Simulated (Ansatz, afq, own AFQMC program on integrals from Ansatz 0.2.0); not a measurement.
**CH3Si (doublet): quantum Monte Carlo beside coupled cluster at twist about Si1–C2 = 0.0°, cc-pVDZ**

How near does AFQMC come to the top of the ladder for CH3Si (doublet)?

The runs use Ansatz 0.2.0, Gaussian basis, and an in-house AFQMC program (afq) on its integrals; all values are calculated; cc-pVDZ, frozen cores.

Plan: PBE (unrestricted); r2SCAN (unrestricted); PBE0 (unrestricted); B3LYP (unrestricted); wB97M-V (unrestricted); B2PLYP (unrestricted); CCSD(T) on UHF; Phaseless AFQMC, CISD trial on UHF; Phaseless AFQMC, single-determinant trial on UHF; Free-projection AFQMC, CISD trial on UHF; CCSD(T) on ROHF; Phaseless AFQMC, CISD trial on ROHF; Phaseless AFQMC, single-determinant trial on ROHF; Free-projection AFQMC, CISD trial on ROHF.

## (1) The geometry

The geometry derives from a PBE0/def2-TZVP stationary point (not a proven minimum). One half is turned about the bond named; the halves are rigid.

5 atoms, charge 0, spin multiplicity 2.

Atoms are counted from 1 here; the program's logs count them from 0.

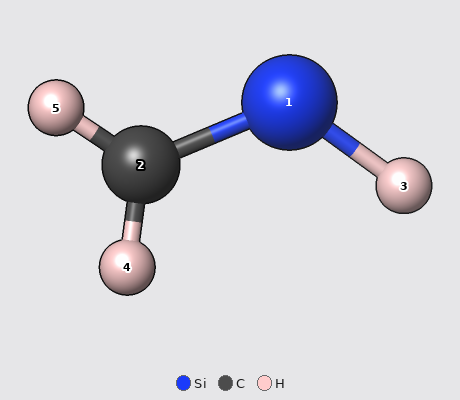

The structure; silicon blue, carbon dark grey, hydrogen pink; atoms are numbered from 1 in the order of the file.

## (2) PBE (unrestricted)

The input, in.yaml:

```yaml
crystal:
  periodic: [false, false, false]
  atoms:
    - {symbol: Si, position_ang: [0.000000, -0.089015, 0.556798]}
    - {symbol: C, position_ang: [0.000000, 0.088130, -1.138555]}
    - {symbol: H, position_ang: [0.000000, 1.098328, 1.467598]}
    - {symbol: H, position_ang: [0.000000, 1.078590, -1.586971]}
    - {symbol: H, position_ang: [0.000000, -0.746740, -1.828263]}
basis:
  gaussian: {orbitals: cc-pVDZ}
magnetization: {spin_polarized: true, initial_magnetization: 1}
hamiltonian: {xc: {name: PBE}}
output: {orbitals: {seedname: orbitals}}
```

The run is started by

```
$ ansatz run in.yaml --threads 1 --pin off --events-out ev --progress --plain --max-ram 1382MiB
```

Standard output:

```text
Functional definition: PBE
  name "PBE"
  cite "Perdew, Burke & Ernzerhof, Phys. Rev. Lett. 77, 3865 (1996) doi:10.1103/PhysRevLett.77.3865"
  parent pbe
  parameter kappa = 0.804
  parameter beta = 0.06672455060314922
  exchange = pbe_x(kappa = kappa, mu = beta*pi^2/3)
  correlation = pbe_c(beta = beta)
592 factors; their error is unknown
mean field evaluation 1: about -8943.1806 eV, gradient 4.5e1 eV
mean field evaluation 2: about -8887.2941 eV, gradient 8.3e1 eV
mean field evaluation 4: about -8954.0642 eV, gradient 8.9e0 eV
mean field evaluation 8: about -8954.7671 eV, gradient 1.3e-1 eV
mean field evaluation 16: about -8954.7543 eV, gradient 1.2e-4 eV
mean field -8954.75428113 eV, -329.0811500812 hartree, gradient 1.9e-5 eV, S^2 0.763822; 3 other end points of the search recorded, 0 dependent functions left out
reference -8954.75431008 eV, -329.0811511448 hartree; 12, 11 occupied and 35, 36 virtual orbitals, 592 factors
Total energy: -8954.75431008 eV, -329.0811511448 hartree
```

Run time: 1.6 s. Hardware: 1 thread of Arm Neoverse V2, shared host.

From the report: ⟨S²⟩ of the determinant 0.764 (pure doublet: 0.75).

## (3) r2SCAN (unrestricted)

in.yaml: that of step 2 with these lines changed.

```diff
@@ -11,3 +11,2 @@
 magnetization: {spin_polarized: true, initial_magnetization: 1}
-hamiltonian: {xc: {name: PBE}}
-output: {orbitals: {seedname: orbitals}}
+hamiltonian: {xc: {name: r2SCAN}}
```

Launched as before.

Standard output:

```text
Functional definition: r2SCAN
  name "r2SCAN"
  cite "Furness, Kaplan, Ning, Perdew & Sun, J. Phys. Chem. Lett. 11, 8208 (2020) doi:10.1021/acs.jpclett.0c02405"
  cite "Furness, Kaplan, Ning, Perdew & Sun, J. Phys. Chem. Lett. 11, 9248 (2020) doi:10.1021/acs.jpclett.0c03077"
  parent r2scan
  parameter k0 = 0.174
  parameter k1 = 0.065
  parameter a1 = 4.9479
  exchange = r2scan_x(k0 = k0, k1 = k1, a1 = a1)
  correlation = r2scan_c
592 factors; their error is unknown
mean field evaluation 1: about -8949.4643 eV, gradient 4.1e1 eV
mean field evaluation 2: about -8909.1200 eV, gradient 7.4e1 eV
mean field evaluation 4: about -8958.6830 eV, gradient 6.0e0 eV
mean field evaluation 8: about -8958.9979 eV, gradient 1.3e-1 eV
mean field evaluation 16: about -8958.9866 eV, gradient 1.2e-3 eV
mean field -8958.98661222 eV, -329.2366853799 hartree, gradient 3.8e-5 eV, S^2 0.790657; 2 other end points of the search recorded, 0 dependent functions left out
reference -8958.98662128 eV, -329.2366857127 hartree; 12, 11 occupied and 35, 36 virtual orbitals, 592 factors
Total energy: -8958.98662128 eV, -329.2366857127 hartree
```

Run time: 2.7 s. Hardware: 1 thread of Arm Neoverse V2, shared host.

From the report: ⟨S²⟩ of the determinant 0.791 (pure doublet: 0.75).

## (4) PBE0 (unrestricted)

in.yaml: that of step 3 with these lines changed.

```diff
@@ -11,2 +11,3 @@
 magnetization: {spin_polarized: true, initial_magnetization: 1}
-hamiltonian: {xc: {name: r2SCAN}}
+hamiltonian: {xc: {name: PBE0}}
+output: {orbitals: {seedname: orbitals}}
```

The command is unchanged.

Standard output, cut to the lines that bear on the results:

```text
Functional definition: PBE0
  name "PBE0"
  cite "Adamo & Barone, J. Chem. Phys. 110, 6158 (1999) doi:10.1063/1.478522"
  cite "Perdew, Burke & Ernzerhof, Phys. Rev. Lett. 77, 3865 (1996) doi:10.1103/PhysRevLett.77.3865"
  parent pbe
[...]
445 factors; integrals over basis functions are off by at most 1.3e-3 eV
[...]
mean field -8955.66214791 eV, -329.1145135700 hartree, gradient 1.8e-5 eV, S^2 0.780344; 3 other end points of the search recorded, 0 dependent functions left out
reference -8955.66217013 eV, -329.1145143864 hartree; 12, 11 occupied and 35, 36 virtual orbitals, 445 factors
Total energy: -8955.66217013 eV, -329.1145143864 hartree
```

Wall time 1.7 s (1 thread of Arm Neoverse V2, shared host).

From the report: ⟨S²⟩ of the determinant 0.780 (pure doublet: 0.75).

## (5) B3LYP (unrestricted)

in.yaml: that of step 4 with these lines changed.

```diff
@@ -11,3 +11,2 @@
 magnetization: {spin_polarized: true, initial_magnetization: 1}
-hamiltonian: {xc: {name: PBE0}}
-output: {orbitals: {seedname: orbitals}}
+hamiltonian: {xc: {name: B3LYP}}
```

Launched as before.

Standard output, cut to the lines that bear on the results:

```text
Functional definition: B3LYP
  name "B3LYP"
  cite "Stephens, Devlin, Chabalowski & Frisch, J. Phys. Chem. 98, 11623 (1994) doi:10.1021/j100096a001"
  cite "Becke, Phys. Rev. A 38, 3098 (1988) doi:10.1103/PhysRevA.38.3098"
  cite "Lee, Yang & Parr, Phys. Rev. B 37, 785 (1988) doi:10.1103/PhysRevB.37.785"
  cite "Vosko, Wilk & Nusair, Can. J. Phys. 58, 1200 (1980) doi:10.1139/p80-159"
[...]
445 factors; integrals over basis functions are off by at most 1.3e-3 eV
[...]
mean field -8960.96129844 eV, -329.3092537599 hartree, gradient 6.5e-5 eV, S^2 0.763211; 3 other end points of the search recorded, 0 dependent functions left out
reference -8960.96149432 eV, -329.3092609584 hartree; 12, 11 occupied and 35, 36 virtual orbitals, 445 factors
Total energy: -8960.96149432 eV, -329.3092609584 hartree
```

Wall time 1.4 s (1 thread of Arm Neoverse V2, shared host).

From the report: ⟨S²⟩ of the determinant 0.763 (pure doublet: 0.75).

## (6) wB97M-V (unrestricted)

in.yaml: that of step 5 with these lines changed.

```diff
@@ -11,2 +11,3 @@
 magnetization: {spin_polarized: true, initial_magnetization: 1}
-hamiltonian: {xc: {name: B3LYP}}
+hamiltonian: {xc: {name: wB97M-V}}
+output: {orbitals: {seedname: orbitals}}
```

Same command.

Standard output, cut to the lines that bear on the results:

```text
Functional definition: wB97M-V
  name "wB97M-V"
  cite "Mardirossian & Head-Gordon, J. Chem. Phys. 144, 214110 (2016) doi:10.1063/1.4952647"
  cite "Becke, J. Chem. Phys. 107, 8554 (1997) doi:10.1063/1.475007"
  cite "Vydrov & Van Voorhis, J. Chem. Phys. 133, 244103 (2010) doi:10.1063/1.3521275"
  # Of w^i u^j: cxij and so on, Table III.
[...]
  gx(w, u) = 1 - cx + cx01*u + cx10*w
  gss(w, u) = css00 + css04*u^4 + css10*w + css20*w^2 + css43*w^4*u^3
  gos(w, u) = cos00 + cos10*w + (cos20 + cos21*u)*w^2 + (cos60 + cos61*u)*w^6
[...]
      + integral(e_c_pw_mod_opposite_spin*gos(b97_w_opposite, b97_u_opposite)) + vv10(b, c)
445 factors; integrals over basis functions are off by at most 1.3e-3 eV
162 factors; integrals over basis functions are off by at most 9.6e-6 eV
[...]
mean field -8958.93472066 eV, -329.2347784002 hartree, gradient 9.4e-6 eV, S^2 0.762003; 1 other end points of the search recorded, 0 dependent functions left out
reference -8958.93475311 eV, -329.2347795925 hartree; 12, 11 occupied and 35, 36 virtual orbitals, 445 factors
Total energy: -8958.93475311 eV, -329.2347795925 hartree
```

Run time: 5.5 s. Hardware: 1 thread of Arm Neoverse V2, shared host.

From the report: ⟨S²⟩ of the determinant 0.762 (pure doublet: 0.75).

## (7) B2PLYP (unrestricted)

in.yaml: that of step 6 with these lines changed.

```diff
@@ -11,3 +11,3 @@
 magnetization: {spin_polarized: true, initial_magnetization: 1}
-hamiltonian: {xc: {name: wB97M-V}}
-output: {orbitals: {seedname: orbitals}}
+hamiltonian: {xc: {name: B2PLYP}}
+correlation: {electrons: outside_noble_gas}
```

Same command.

Standard output, cut to the lines that bear on the results:

```text
Functional definition: B2PLYP
  name "B2PLYP"
  cite "Grimme, J. Chem. Phys. 124, 034108 (2006) doi:10.1063/1.2148954"
  cite "Becke, Phys. Rev. A 38, 3098 (1988) doi:10.1103/PhysRevA.38.3098"
  cite "Lee, Yang & Parr, Phys. Rev. B 37, 785 (1988) doi:10.1103/PhysRevB.37.785"
[...]
445 factors; integrals over basis functions are off by at most 1.3e-3 eV
[...]
mean field -8953.55305551 eV, -329.0370058539 hartree, gradient 1.4e-6 eV, S^2 0.827052; 4 other end points of the search recorded, 0 dependent functions left out
6 core orbitals not correlated: weight in the atoms' cores, before any rotation towards them, 1.000 or more for the frozen orbitals, at most 0.000 for the correlated occupied ones
reference -8953.55318159 eV, -329.0370104870 hartree; 6, 5 occupied and 35, 36 virtual orbitals, 445 factors
second order -7.50940574 eV of doubles, -0.00000000 eV of singles
Total energy: -8955.58072114 eV, -329.1115211912 hartree
```

It took 3 s on 1 thread of Arm Neoverse V2, shared host.

From the report: ⟨S²⟩ of the determinant 0.827 (pure doublet: 0.75).

## (8) CCSD(T) on UHF

in.yaml: that of step 7 with these lines changed.

```diff
@@ -11,3 +11,2 @@
 magnetization: {spin_polarized: true, initial_magnetization: 1}
-hamiltonian: {xc: {name: B2PLYP}}
-correlation: {electrons: outside_noble_gas}
+correlation: {method: ccsd_t, electrons: outside_noble_gas, hamiltonian_folder: ham}
```

The command is unchanged.

Standard output, cut to the lines that bear on the results:

```text
Functional definition: HF
  name "HF"
  cite "Fock, Z. Phys. 61, 126 (1930) doi:10.1007/BF01340294"
  parent pbe
[...]
445 factors; integrals over basis functions are off by at most 1.3e-3 eV
[...]
mean field -8937.58255655 eV, -328.4501008422 hartree, gradient 1.4e-6 eV, S^2 1.191028; 10 other end points of the search recorded, 0 dependent functions left out
determinant -8937.58255655 eV, -328.4501008422 hartree, with singles and doubles -8944.17653355 eV, -328.6924250274 hartree
determinant -8936.54001274 eV, -328.4117880637 hartree, with singles and doubles -8942.96541361 eV, -328.6479171905 hartree
determinant -8935.06218984 eV, -328.3574790738 hartree, with singles and doubles -8941.14534038 eV, -328.5810307328 hartree
6 core orbitals not correlated: weight in the atoms' cores, before any rotation towards them, 1.000 or more for the frozen orbitals, at most 0.000 for the correlated occupied ones
reference -8937.58255655 eV, -328.4501008422 hartree; 6, 5 occupied and 35, 36 virtual orbitals, 445 factors
second order -5.42761341 eV of doubles, -0.00000000 eV of singles
cycle   1  -6.59629969 eV  change   -2.3e-3 eV  update   3.4e-3
[...]
cycle  11  -6.60482825 eV  change   -8.8e-6 eV  update   2.3e-6
perturbative correction -0.24868222 eV, -0.0091389030 hartree
Total energy: -8944.43606702 eV, -328.7019627066 hartree
```

It took 5.5 s on 1 thread of Arm Neoverse V2, shared host.

From the report: ⟨S²⟩ of the determinant 1.191 (pure doublet: 0.75); correlation -6.8535 eV; T1 0.067; largest double amplitude 0.16.

This run also writes the integrals to the folder ham.

## (9) Phaseless AFQMC, CISD trial on UHF

It reads the integrals that the CCSD(T) run on this determinant wrote.

The run is started by

```
$ afq ham --method phaseless --trial cisd --walkers 60 --populations 1 --least-time 40 --time-step 0.005 --steps-per-block 50 --equilibration-blocks 28 --max-blocks 300 --target-error 0.0004 --factor-cut 1e-05 --start spin_pure --seed 2615 --release-times 0.24,0.51,0.99,1.62,2.4 --release-step 0.03 --release-every 4 --taylor-order 6
```

Standard output:

```text
orbitals 41  electrons 6 5  factors 323 of 445
reference energy -328.45010084 Eh
CCSD correlation -0.24272252 Eh in 14 cycles, weight of the determinant in the CISD state 0.7840
energy of the start -328.664993 Eh
 block  time / (1/Eh)  mean weight  energy / Eh
     1     0.250  0.9993  -328.675168
     2     0.500  0.9996  -328.687244
     3     0.750  1.0024  -328.687366
     4     1.000  0.9978  -328.695487
     5     1.250  1.0006  -328.692903
     6     1.500  0.9973  -328.695040
     7     1.750  1.0014  -328.700925
     8     2.000  1.0001  -328.701245
     9     2.250  1.0003  -328.706548
    10     2.500  0.9996  -328.695548
    17     4.250  1.0005  -328.701398
    25     6.250  1.0000  -328.701137
    33     8.250  1.0006  -328.724692
    41    10.250  1.0017  -328.710115
    49    12.250  0.9982  -328.698500
    57    14.250  0.9992  -328.709529
    65    16.250  1.0000  -328.702533
    73    18.250  1.0012  -328.707225
    81    20.250  0.9989  -328.707748
    89    22.250  1.0002  -328.697841
    97    24.250  1.0010  -328.702002
   105    26.250  0.9972  -328.705959
   113    28.250  1.0012  -328.701269
   121    30.250  1.0000  -328.712137
   129    32.250  1.0004  -328.703074
   137    34.250  1.0006  -328.699185
   145    36.250  0.9996  -328.694767
   153    38.250  0.9999  -328.700268
   161    40.250  1.0023  -328.694945
   169    42.250  0.9981  -328.703334
   177    44.250  1.0006  -328.699833
   185    46.250  1.0015  -328.711416
   193    48.250  0.9983  -328.702844
   201    50.250  0.9991  -328.718373
   209    52.250  1.0023  -328.704413
   217    54.250  1.0003  -328.718544
   225    56.250  1.0005  -328.696405
   233    58.250  1.0006  -328.707209
   241    60.250  1.0015  -328.711540
   249    62.250  0.9985  -328.717083
   257    64.250  1.0021  -328.696268
   265    66.250  1.0014  -328.698596
   273    68.250  1.0007  -328.700433
   281    70.250  0.9992  -328.709300
   289    72.250  1.0002  -328.700933
   297    74.250  1.0023  -328.701818
   305    76.250  0.9987  -328.694772
   313    78.250  1.0017  -328.695323
   321    80.250  1.0011  -328.709306
blocks merged  error / Eh  count
     1  0.000389  300
     2  0.000492  150
     4  0.000615  75
     8  0.000705  37
    16  0.000817  18
    32  0.000938  9
released: time / (1/Eh)  energy / Eh  error  mean overlap
  0.24  -328.704852  0.000704  0.9951
  0.51  -328.705296  0.000545  0.9917
  0.99  -328.705321  0.000951  0.9845
  1.62  -328.705901  0.000857  0.9704
  2.40  -328.703604  0.000923  0.9925
energy -328.704731 +/- 0.000817 Eh
```

Run time: 8.4 min. Hardware: 1 thread of Arm Neoverse V2, shared host.

Energy -8944.5114 ± 0.0222 eV. Caveats: constraint bias not in the error; error above the target.

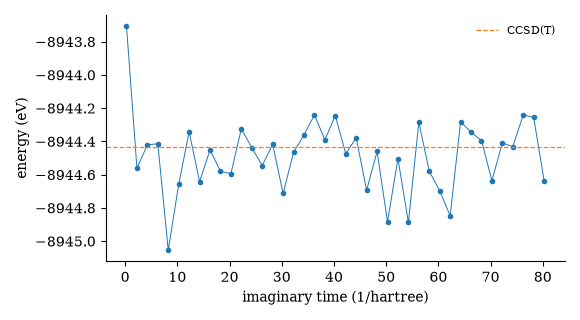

Block energies along the walk.

## (10) Phaseless AFQMC, single-determinant trial on UHF

It reads the integrals that the CCSD(T) run on this determinant wrote.

The run is started by

```
$ afq ham --method phaseless --trial hf --walkers 120 --populations 1 --least-time 40 --time-step 0.005 --steps-per-block 20 --equilibration-blocks 112 --max-blocks 600 --target-error 0.0012000000000000001 --factor-cut 1e-05 --start spin_pure --seed 5153 --taylor-order 6
```

Standard output:

```text
orbitals 41  electrons 6 5  factors 323 of 445
reference energy -328.45010084 Eh
CCSD correlation -0.24272252 Eh in 14 cycles, weight of the determinant in the CISD state 0.7840
energy of the start -328.458888 Eh
 block  time / (1/Eh)  mean weight  energy / Eh
     1     0.100  0.9989  -328.505785
     2     0.200  1.0025  -328.544837
     3     0.300  1.0006  -328.582638
     4     0.400  0.9999  -328.611181
     5     0.500  1.0013  -328.621505
     6     0.600  1.0028  -328.625143
     7     0.700  1.0018  -328.644335
     8     0.800  1.0019  -328.655627
     9     0.900  0.9992  -328.657479
    10     1.000  0.9992  -328.686746
    18     1.800  0.9997  -328.729109
    35     3.500  0.9995  -328.700777
    52     5.200  0.9993  -328.709927
    69     6.900  0.9999  -328.710540
    86     8.600  1.0004  -328.703314
   103    10.300  1.0004  -328.702161
   120    12.000  0.9967  -328.715366
   137    13.700  0.9990  -328.678210
   154    15.400  0.9991  -328.710195
   171    17.100  1.0008  -328.695711
   188    18.800  1.0009  -328.713291
   205    20.500  1.0007  -328.705952
   222    22.200  1.0018  -328.682679
   239    23.900  1.0002  -328.715192
   256    25.600  1.0004  -328.730402
   273    27.300  1.0011  -328.714324
   290    29.000  0.9997  -328.692865
   307    30.700  1.0007  -328.696211
   324    32.400  0.9996  -328.701302
   341    34.100  0.9991  -328.683408
   358    35.800  1.0005  -328.689531
   375    37.500  0.9999  -328.701157
   392    39.200  0.9996  -328.705400
   409    40.900  0.9996  -328.709484
   426    42.600  1.0019  -328.691918
   443    44.300  1.0008  -328.693873
   460    46.000  1.0012  -328.682589
   477    47.700  1.0002  -328.715090
   494    49.400  0.9986  -328.697077
   511    51.100  0.9997  -328.726943
   528    52.800  1.0002  -328.710490
   545    54.500  0.9981  -328.677590
   562    56.200  0.9994  -328.677892
   579    57.900  0.9995  -328.709724
   596    59.600  0.9996  -328.695347
   613    61.300  0.9988  -328.715463
   630    63.000  1.0019  -328.726631
   647    64.700  0.9990  -328.738952
   664    66.400  0.9985  -328.736315
   681    68.100  1.0003  -328.748524
   698    69.800  0.9998  -328.682298
blocks merged  error / Eh  count
     1  0.000673  600
     2  0.000892  300
     4  0.001169  150
     8  0.001450  75
    16  0.001770  37
    32  0.002137  18
    64  0.002236  9
energy -328.704908 +/- 0.002137 Eh
```

Wall time 4.7 min (1 thread of Arm Neoverse V2, shared host).

Energy -8944.5162 ± 0.0582 eV. Caveats: constraint bias not in the error; error above the target.

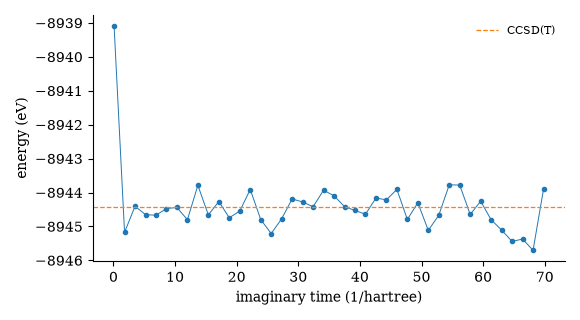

Block energies along the walk.

## (11) Free-projection AFQMC, CISD trial on UHF

It reads the integrals that the CCSD(T) run on this determinant wrote.

The run is started by

```
$ afq ham --method free --trial cisd --walkers 60 --time-step 0.03 --max-blocks 80 --target-error 0.0004 --factor-cut 1e-05 --seed 5593 --times 0,0.21,0.42,0.81,1.2,1.8,2.4,3 --taylor-order 8
```

Standard output:

```text
orbitals 41  electrons 6 5  factors 323 of 445
reference energy -328.45010084 Eh
CCSD correlation -0.24272252 Eh in 14 cycles, weight of the determinant in the CISD state 0.7840
repeat  energy at the last time / Eh  error
    10  -328.703240  0.002208
    20  -328.704994  0.001860
    30  -328.705166  0.001478
    40  -328.705186  0.001173
    50  -328.704548  0.001100
    60  -328.705342  0.001040
    70  -328.704940  0.000943
    80  -328.704739  0.000870
time / (1/Eh)  energy / Eh  error  mean overlap
  0.00  -328.692593  0.000289  1.2743
  0.21  -328.697210  0.000349  1.2673
  0.42  -328.699384  0.000358  1.2698
  0.81  -328.701652  0.000366  1.2721
  1.20  -328.702174  0.000505  1.2757
  1.80  -328.702836  0.000542  1.2864
  2.40  -328.703987  0.000755  1.2693
  3.00  -328.704739  0.000870  1.2673
energy -328.704739 +/- 0.000870 Eh
```

It took 5.3 min on 1 thread of Arm Neoverse V2, shared host.

Energy -8944.5116 ± 0.0237 eV. Caveats: remainder of the start not in the error; start is not spin pure; error above the target.

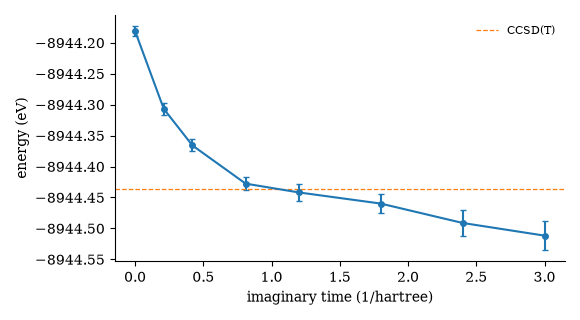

Energy against projection time, with error bars.

## (12) CCSD(T) on ROHF

in.yaml: that of step 8 with these lines changed.

```diff
@@ -10,3 +10,3 @@
   gaussian: {orbitals: cc-pVDZ}
-magnetization: {spin_polarized: true, initial_magnetization: 1}
+magnetization: {spin_polarized: false, initial_magnetization: 1}
 correlation: {method: ccsd_t, electrons: outside_noble_gas, hamiltonian_folder: ham}
```

The run is started by

```
$ ansatz run in.yaml --threads 1 --pin off --events-out ev --progress --plain --max-ram 1382MiB
```

Standard output, cut to the lines that bear on the results:

```text
Functional definition: HF
  name "HF"
  cite "Fock, Z. Phys. 61, 126 (1930) doi:10.1007/BF01340294"
  parent pbe
[...]
445 factors; integrals over basis functions are off by at most 1.3e-3 eV
[...]
mean field -8937.27049953 eV, -328.4386329581 hartree, gradient 8.2e-6 eV, S^2 0.750000; 3 other end points of the search recorded, 0 dependent functions left out
[...]
determinant -8937.27049953 eV, -328.4386329581 hartree, with singles and doubles -8944.19264594 eV, -328.6930171468 hartree
determinant -8936.45749871 eV, -328.4087557290 hartree, with singles and doubles -8942.96334350 eV, -328.6478411155 hartree
6 core orbitals not correlated: weight in the atoms' cores, before any rotation towards them, 1.000 or more for the frozen orbitals, at most 0.000 for the correlated occupied ones
reference -8937.27049953 eV, -328.4386329581 hartree; 6, 5 occupied and 35, 36 virtual orbitals, 445 factors
second order -6.05479029 eV of doubles, -0.03453566 eV of singles
cycle   1  -6.92226768 eV  change   -1.2e-4 eV  update   1.4e-3
[...]
cycle   8  -6.92260569 eV  change    2.2e-6 eV  update   6.0e-6
perturbative correction -0.27051141 eV, -0.0099411111 hartree
Total energy: -8944.46361664 eV, -328.7029751362 hartree
```

Run time: 2.4 s. Hardware: 1 thread of Arm Neoverse V2, shared host.

From the report: correlation -7.1931 eV; T1 0.024; largest double amplitude 0.15.

This run also writes the integrals to the folder ham.

(Part 1 of 2 ends here.)
